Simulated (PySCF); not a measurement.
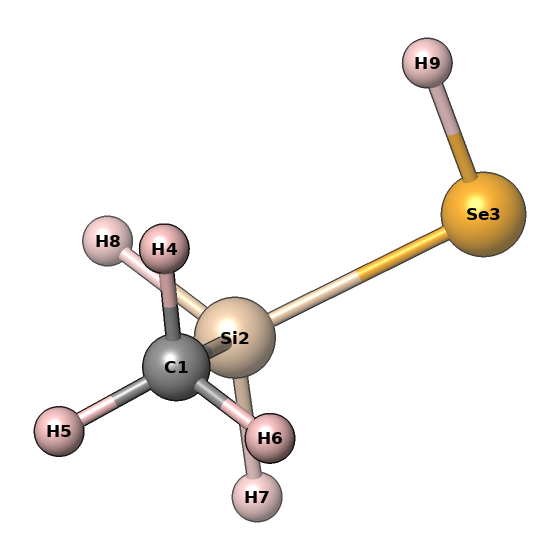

Si2 lies behind C1. The molecule seen a little off the C1–Si2 bond, C1 in front. Depth is shown by fading: the farther an atom, the more it takes the colour of the background. Computed geometry: PBE0-D3(BJ)/def2-SVP optimisation. No frequency run is at hand to confirm it as a minimum.

### What is the torsion angle H4–C1–Si2–Se3? The sign is positive where the front bond must turn clockwise to cover the back bond.

63°, synclinal (gauche). The bonds about C1–Si2 are staggered.
